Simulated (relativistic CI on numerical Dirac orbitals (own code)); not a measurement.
**Rh⁺: one ion under different settings**

How much do the settings matter for Rh⁺? One ion, several inputs.

The numbers are computed with relativistic CI on numerical Dirac orbitals (own code) version 3 (Dirac-Coulomb-Breit CI, KLI orbitals optimised for each configuration, model QED (radiative potential, 1s self-energy scaled to tabulated hydrogen-like ionisation energies), numerical settings as typed), except any that are marked as measured or tabulated.

## 1. What is computed

```
ion            : Rh⁺ (Rh II)
nuclear charge : 45
electrons      : 44
isotope        : A = 103
```

## 2. An attempt

Settings of the run:

```ini
atom Rh  Z=45  charge=1  electrons=44
nucleus A=103  rms_radius_fm=4.4945
hamiltonian dirac-coulomb  breit=on  qed=on  c_scale=0.05
orbitals kli  potential=per-configuration
slater_scale 1
correlation none
mixing on
grid step=0.0125 r_max=74.5
scf mixing=0.4 start=green max_iterations=66 tolerance=2e-08 node_fill=0.05
configurations
  [Kr] 4d8
end
```

Started as:

```sh
$ python run_levels.py task.json out
```

The settings of every run stand in task.json; they run in order.

Results of the run (chosen fields of its result record, rounded):

```text
{
  "status": "not_converged",
  "warnings": ["SCF of 1s2 2s2 2p6 3s2 3p6 3d10 4s2 4p6 4d8 stopped: an orbital could not be found"],
  "scf_steps of the first configuration [iteration, E_Ha, residual, outer_eigenvalue_Ha]": [
    [0, "-", "-", "1s not found"]
  ]
}
```

Wall time 0.0024 s (1 thread, shared host).

Cause: the run ended without a result. During the SCF the search lost an orbital: no solution with the right number of nodes was found in that cycle's potential. The input had speed-of-light factor 0.05. The cure is to restore the usual settings.

## 3. The mended input

Settings of the run:

```ini
atom Rh  Z=45  charge=1  electrons=44
nucleus A=103  rms_radius_fm=4.4945
hamiltonian dirac-coulomb  breit=on  qed=on  c_scale=1
orbitals kli  potential=per-configuration
slater_scale 1
correlation none
mixing on
grid step=0.0125 r_max=74.5
scf mixing=0.4 start=green max_iterations=150 tolerance=2e-08 node_fill=0.05
configurations
  [Kr] 4d8
end
```

Result record:

```text
{
  "status": "converged",
  "levels [i, E_cm, J2, conf, term, w_term, w_jj]": [
    [0, 0, 8, "4d8", "3F", 0.9964, 0.846],
    [1, 2250.1843, 6, "4d8", "3F", 1, 1],
    [2, 3556.2958, 4, "4d8", "3F", 0.9617, 0.5017],
    [3, 11622.692, 4, "4d8", "1D", 0.6083, 0.8041],
    [4, 14858.836, 2, "4d8", "3P", 1, 1],
    [5, 14932.906, 4, "4d8", "3P", 0.6371, 0.6585],
    [6, 15142.401, 0, "4d8", "3P", 0.9898, 0.5003],
    [7, 18412.022, 8, "4d8", "1G", 0.9964, 0.846],
    [8, 43523.247, 0, "4d8", "1S", 0.9898, 0.5003]
  ],
  "total_energy [Ha]": -4777.3206544,
  "n_levels_all": 9,
  "overlap": 2.69262e-12,
  "scf_iterations": [12],
  "orbital_energies [Ha]": {"1s": -845.803, "2s": -122.991, "2p1/2": -113.864, "2p3/2": -108.564, "3s": -22.4668, "3p1/2": -18.898, "3p3/2": -17.9837, "3d3/2": -11.678, "3d5/2": -11.4982, "4s": -3.495, "4p1/2": -2.42088, "4p3/2": -2.28184, "4d3/2": -0.705343, "4d5/2": -0.690927},
  "configurations [conf, odd, states, E_av_Ha, breit_Ha, qed_Ha]": [
    ["4d8", 0, 45, -4782.402704, 3.073, 2.053]
  ],
  "scf_steps of the first configuration [iteration, E_Ha, residual, outer_eigenvalue_Ha]": [
    [1, -4774.148501, 1.57, -1.428],
    [2, -4781.820966, 0.446, -0.7409],
    [3, -4782.340981, 0.153, -0.6702],
    [4, -4782.400665, 0.0358, -0.7217],
    [5, -4782.40246, 0.0231, -0.7118],
    [6, -4782.402491, 0.00198, -0.6891],
    [7, -4782.402645, 0.00053, -0.6905],
    [8, -4782.402696, 6.08e-05, -0.6909],
    [9, -4782.402707, 3.91e-05, -0.691],
    [10, -4782.402704, 1.24e-06, -0.6909],
    [11, -4782.402704, 6.17e-07, -0.6909],
    [12, -4782.402704, 3.14e-09, -0.6909]
  ]
}
```

Run time: 0.088 s. Hardware: 1 thread, shared host.

## 4. Grid step 0.02, nuclear radius 4.944

Settings of the run:

```ini
atom Rh  Z=45  charge=1  electrons=44
nucleus A=103  rms_radius_fm=4.9440
hamiltonian dirac-coulomb  breit=on  qed=on  c_scale=1
orbitals kli  potential=per-configuration
slater_scale 1
correlation none
mixing on
grid step=0.02 r_max=74.5
scf mixing=0.4 start=green max_iterations=150 tolerance=2e-08 node_fill=0.05
configurations
  [Kr] 4d8
end
```

Result record:

```text
{
  "status": "converged",
  "levels [i, E_cm, J2, conf, term, w_term]": [
    [0, 0, 8, "4d8", "3F", 0.9964],
    [1, 2250.1896, 6, "4d8", "3F", 1],
    [2, 3556.3034, 4, "4d8", "3F", 0.9617],
    [3, 11622.699, 4, "4d8", "1D", 0.6083],
    [4, 14858.848, 2, "4d8", "3P", 1],
    [5, 14932.919, 4, "4d8", "3P", 0.6371],
    [6, 15142.413, 0, "4d8", "3P", 0.9898],
    [7, 18412.035, 8, "4d8", "1G", 0.9964],
    "... 1 more rows left out ..."
  ],
  "total_energy [Ha]": -4777.3041174,
  "n_levels_all": 9,
  "overlap": 7.46346e-11,
  "scf_iterations": [11],
  "orbital_energies [Ha]": {"1s": -845.796, "2s": -122.991, "2p1/2": -113.864, "2p3/2": -108.564, "3s": -22.4667, "3p1/2": -18.898, "3p3/2": -17.9837, "3d3/2": -11.678, "3d5/2": -11.4982, "4s": -3.49498, "4p1/2": -2.42088, "4p3/2": -2.28184, "4d3/2": -0.705343, "4d5/2": -0.690927},
  "configurations [conf, odd, states, E_av_Ha, breit_Ha, qed_Ha]": [
    ["4d8", 0, 45, -4782.385956, 3.073, 2.053]
  ],
  "scf_steps of the first configuration [iteration, E_Ha, residual, outer_eigenvalue_Ha]": [
    [1, -4774.131819, 1.57, -1.428],
    [2, -4781.804226, 0.446, -0.7409],
    [3, -4782.324235, 0.153, -0.6702],
    [4, -4782.383917, 0.0358, -0.7217],
    [5, -4782.38571, 0.0231, -0.7118],
    [6, -4782.385745, 0.00197, -0.6891],
    [7, -4782.385878, 0.000723, -0.6903],
    [8, -4782.385965, 0.000111, -0.691],
    [9, -4782.385956, 5.25e-06, -0.6909],
    [10, -4782.385956, 1.65e-06, -0.6909],
    [11, -4782.385956, 7.48e-09, -0.6909]
  ]
}
```

It took 0.056 s on 1 thread, shared host.

The changed nuclear radius is not that of the isotope named.

## 5. Iteration limit 20

Settings of the run:

```ini
atom Rh  Z=45  charge=1  electrons=44
nucleus A=103  rms_radius_fm=4.4945
hamiltonian dirac-coulomb  breit=on  qed=on  c_scale=1
orbitals kli  potential=per-configuration
slater_scale 1
correlation none
mixing on
grid step=0.0125 r_max=74.5
scf mixing=0.4 start=green max_iterations=20 tolerance=2e-08 node_fill=0.05
configurations
  [Kr] 4d8
end
```

Result record:

```text
{
  "status": "converged",
  "levels [i, E_cm, J2, conf, term, w_term]": [
    [0, 0, 8, "4d8", "3F", 0.9964],
    [1, 2250.1843, 6, "4d8", "3F", 1],
    [2, 3556.2958, 4, "4d8", "3F", 0.9617],
    [3, 11622.692, 4, "4d8", "1D", 0.6083],
    [4, 14858.836, 2, "4d8", "3P", 1],
    [5, 14932.906, 4, "4d8", "3P", 0.6371],
    [6, 15142.401, 0, "4d8", "3P", 0.9898],
    [7, 18412.022, 8, "4d8", "1G", 0.9964],
    "... 1 more rows left out ..."
  ],
  "total_energy [Ha]": -4777.3206544,
  "n_levels_all": 9,
  "overlap": 2.69262e-12,
  "scf_iterations": [12],
  "orbital_energies [Ha]": {"1s": -845.803, "2s": -122.991, "2p1/2": -113.864, "2p3/2": -108.564, "3s": -22.4668, "3p1/2": -18.898, "3p3/2": -17.9837, "3d3/2": -11.678, "3d5/2": -11.4982, "4s": -3.495, "4p1/2": -2.42088, "4p3/2": -2.28184, "4d3/2": -0.705343, "4d5/2": -0.690927},
  "configurations [conf, odd, states, E_av_Ha, breit_Ha, qed_Ha]": [
    ["4d8", 0, 45, -4782.402704, 3.073, 2.053]
  ],
  "scf_steps of the first configuration [iteration, E_Ha, residual, outer_eigenvalue_Ha]": [
    [1, -4774.148501, 1.57, -1.428],
    [2, -4781.820966, 0.446, -0.7409],
    [3, -4782.340981, 0.153, -0.6702],
    [4, -4782.400665, 0.0358, -0.7217],
    [5, -4782.40246, 0.0231, -0.7118],
    [6, -4782.402491, 0.00198, -0.6891],
    [7, -4782.402645, 0.00053, -0.6905],
    [8, -4782.402696, 6.08e-05, -0.6909],
    [9, -4782.402707, 3.91e-05, -0.691],
    [10, -4782.402704, 1.24e-06, -0.6909],
    [11, -4782.402704, 6.17e-07, -0.6909],
    [12, -4782.402704, 3.14e-09, -0.6909]
  ]
}
```

Run time: 0.09 s. Hardware: 1 thread, shared host.

## 6. Breit term off, speed-of-light factor 0.8

Settings of the run:

```ini
atom Rh  Z=45  charge=1  electrons=44
nucleus A=103  rms_radius_fm=4.4945
hamiltonian dirac-coulomb  breit=off  qed=on  c_scale=0.8
orbitals kli  potential=per-configuration
slater_scale 1
correlation none
mixing on
grid step=0.0125 r_max=74.5
scf mixing=0.4 start=green max_iterations=150 tolerance=2e-08 node_fill=0.05
configurations
  [Kr] 4d8
end
```

Result record:

```text
{
  "status": "converged",
  "levels [i, E_cm, J2, conf, term, w_term]": [
    [0, 0, 8, "4d8", "3F", 0.9916],
    [1, 3637.0664, 6, "4d8", "3F", 1],
    [2, 5262.4362, 4, "4d8", "3F", 0.8737],
    [3, 11977.084, 4, "4d8", "3P", 0.4894],
    [4, 16157.228, 2, "4d8", "3P", 1],
    [5, 16335.193, 0, "4d8", "3P", 0.9737],
    [6, 16867.916, 4, "4d8", "3P", 0.5012],
    [7, 19460.583, 8, "4d8", "1G", 0.9916],
    "... 1 more rows left out ..."
  ],
  "total_energy [Ha]": -4839.3778184,
  "n_levels_all": 9,
  "overlap": 2.64817e-12,
  "scf_iterations": [11],
  "orbital_energies [Ha]": {"1s": -860.478, "2s": -126.544, "2p1/2": -117.048, "2p3/2": -108.439, "3s": -23.1624, "3p1/2": -19.4772, "3p3/2": -17.9863, "3d3/2": -11.6381, "3d5/2": -11.3579, "4s": -3.62114, "4p1/2": -2.51161, "4p3/2": -2.28436, "4d3/2": -0.70311, "4d5/2": -0.680836},
  "configurations [conf, odd, states, E_av_Ha, breit_Ha, qed_Ha]": [
    ["4d8", 0, 45, -4841.784399, 0, 2.455]
  ],
  "scf_steps of the first configuration [iteration, E_Ha, residual, outer_eigenvalue_Ha]": [
    [1, -4832.284682, 1.66, -1.438],
    [2, -4841.079082, 0.494, -0.7252],
    [3, -4841.707037, 0.172, -0.6575],
    [4, -4841.78172, 0.0385, -0.7135],
    [5, -4841.783861, 0.0247, -0.7028],
    [6, -4841.784166, 0.00214, -0.6789],
    [7, -4841.784334, 0.000586, -0.6803],
    [8, -4841.78441, 0.000134, -0.681],
    [9, -4841.784398, 9.92e-06, -0.6808],
    [10, -4841.784399, 1.75e-06, -0.6808],
    [11, -4841.784399, 1.96e-08, -0.6808]
  ]
}
```

Wall time 0.082 s (1 thread, shared host).

With a scaled speed of light this is not the real ion; the QED potentials keep the true α and change only through the orbitals.

## 7. Tolerance 1e-05

Settings of the run:

```ini
atom Rh  Z=45  charge=1  electrons=44
nucleus A=103  rms_radius_fm=4.4945
hamiltonian dirac-coulomb  breit=on  qed=on  c_scale=1
orbitals kli  potential=per-configuration
slater_scale 1
correlation none
mixing on
grid step=0.0125 r_max=74.5
scf mixing=0.4 start=green max_iterations=150 tolerance=1e-05 node_fill=0.05
configurations
  [Kr] 4d8
end
```

Result record:

```text
{
  "status": "converged",
  "levels [i, E_cm, J2, conf, term, w_term]": [
    [0, 0, 8, "4d8", "3F", 0.9964],
    [1, 2250.1873, 6, "4d8", "3F", 1],
    [2, 3556.2997, 4, "4d8", "3F", 0.9617],
    [3, 11622.686, 4, "4d8", "1D", 0.6083],
    [4, 14858.832, 2, "4d8", "3P", 1],
    [5, 14932.903, 4, "4d8", "3P", 0.6371],
    [6, 15142.397, 0, "4d8", "3P", 0.9898],
    [7, 18412.014, 8, "4d8", "1G", 0.9964],
    "... 1 more rows left out ..."
  ],
  "total_energy [Ha]": -4777.3206543,
  "n_levels_all": 9,
  "overlap": 2.69231e-12,
  "scf_iterations": [10],
  "orbital_energies [Ha]": {"1s": -845.803, "2s": -122.991, "2p1/2": -113.864, "2p3/2": -108.564, "3s": -22.4668, "3p1/2": -18.898, "3p3/2": -17.9837, "3d3/2": -11.678, "3d5/2": -11.4982, "4s": -3.495, "4p1/2": -2.42088, "4p3/2": -2.28184, "4d3/2": -0.705341, "4d5/2": -0.690926},
  "configurations [conf, odd, states, E_av_Ha, breit_Ha, qed_Ha]": [
    ["4d8", 0, 45, -4782.402704, 3.073, 2.053]
  ],
  "scf_steps of the first configuration [iteration, E_Ha, residual, outer_eigenvalue_Ha]": [
    [1, -4774.148501, 1.57, -1.428],
    [2, -4781.820966, 0.446, -0.7409],
    [3, -4782.340981, 0.153, -0.6702],
    [4, -4782.400665, 0.0358, -0.7217],
    [5, -4782.40246, 0.0231, -0.7118],
    [6, -4782.402491, 0.00198, -0.6891],
    [7, -4782.402645, 0.00053, -0.6905],
    [8, -4782.402696, 6.08e-05, -0.6909],
    [9, -4782.402707, 3.91e-05, -0.691],
    [10, -4782.402704, 1.24e-06, -0.6909]
  ]
}
```

Wall time 0.084 s (1 thread, shared host).

## 8. Node fill 50

Settings: those of step 7 with these lines changed.

```diff
@@ -8,3 +8,3 @@
 grid step=0.0125 r_max=74.5
-scf mixing=0.4 start=green max_iterations=150 tolerance=1e-05 node_fill=0.05
+scf mixing=0.4 start=green max_iterations=77 tolerance=2e-08 node_fill=50
 configurations
```

Result record:

```text
{
  "status": "converged",
  "levels [i, E_cm, J2, conf, term, w_term]": [
    [0, 0, 8, "4d8", "3F", 0.9908],
    [1, 3449.4892, 6, "4d8", "3F", 1],
    [2, 4900.7845, 4, "4d8", "3F", 0.8525],
    [3, 10747.643, 4, "4d8", "3P", 0.4935],
    [4, 14602.727, 2, "4d8", "3P", 1],
    [5, 14726.137, 0, "4d8", "3P", 0.971],
    [6, 15283.756, 4, "4d8", "3P", 0.4942],
    [7, 17427.553, 8, "4d8", "1G", 0.9908],
    "... 1 more rows left out ..."
  ],
  "total_energy [Ha]": -4776.4318208,
  "n_levels_all": 9,
  "overlap": 1.92413e-12,
  "scf_iterations": [13],
  "orbital_energies [Ha]": {"1s": -839.424, "2s": -120.376, "2p1/2": -110.841, "2p3/2": -105.655, "3s": -21.347, "3p1/2": -17.7548, "3p3/2": -16.8757, "3d3/2": -10.6277, "3d5/2": -10.4591, "4s": -3.20039, "4p1/2": -2.16018, "4p3/2": -2.03175, "4d3/2": -0.567952, "4d5/2": -0.556678},
  "configurations [conf, odd, states, E_av_Ha, breit_Ha, qed_Ha]": [
    ["4d8", 0, 45, -4781.443879, 3.014, 2.042]
  ],
  "scf_steps of the first configuration [iteration, E_Ha, residual, outer_eigenvalue_Ha]": [
    [1, -4774.148501, 2.1, -1.428],
    [2, -4781.953074, 0.543, -0.5723],
    [3, -4781.591563, 0.213, -0.5434],
    [4, -4781.520274, 0.0386, -0.5837],
    [5, -4781.458717, 0.0232, -0.5672],
    [6, -4781.43742, 0.00299, -0.5543],
    [7, -4781.440698, 0.00121, -0.5557],
    [8, -4781.444752, 0.000351, -0.5569],
    [9, -4781.443743, 5.03e-05, -0.5566],
    [10, -4781.443879, 1.71e-06, -0.5567],
    [11, -4781.443878, 1.12e-07, -0.5567],
    [12, -4781.443879, 4.26e-08, -0.5567],
    [13, -4781.443879, 4.14e-09, -0.5567]
  ]
}
```

Run time: 0.09 s. Hardware: 1 thread, shared host.

A bad setting: its result is shown only for the comparison.

## 9. Comparison

| setting | total energy less usual (Ha) | largest shift of a level among the lowest eight of both runs, same label and place (cm⁻¹) | SCF iterations | time | lowest level | kind of change |
| --- | --- | --- | --- | --- | --- | --- |
| usual | 0 | 0 | 12 | 0.088 s | 4d8 3F4 | - |
| grid step 0.02, nuclear radius 4.944 | 0.0165 | 0.0135 | 11 | 0.056 s | 4d8 3F4 | unphysical constant |
| iteration limit 20 | 0 | 0 | 12 | 0.09 s | 4d8 3F4 | numerical |
| Breit term off, speed-of-light factor 0.8 | -62.1 | 1940 | 11 | 0.082 s | 4d8 3F4 | unphysical constant |
| tolerance 1e-05 | 9.6e-08 | 0.00738 | 10 | 0.084 s | 4d8 3F4 | numerical |
| node fill 50 | 0.889 | 1340 | 13 | 0.09 s | 4d8 3F4 | unsound |

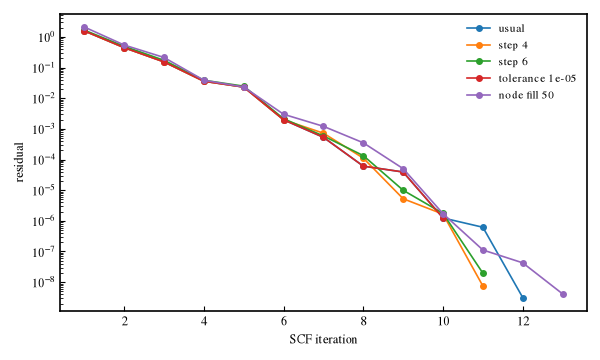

Residual of the first configuration's SCF.

## 10. Summary of results

| quantity | value |
| --- | --- |
| lowest level, usual settings | 4d8 3F4 |
| total energy | -4777.3207 Ha |
| first excitation | 2250.2 cm⁻¹ |
| runs without a result | 1 |

What this shows: Among the runs whose levels can be followed, they move most under «Breit term off, speed-of-light factor 0.8» (unphysical constant), by up to 1940 cm⁻¹. No visible change in the result comes from «iteration limit 20» or «tolerance 1e-05». Only the listed configurations are in the model. In a near-neutral ion this small CI can misplace whole configurations by 10,000 cm⁻¹ or more.
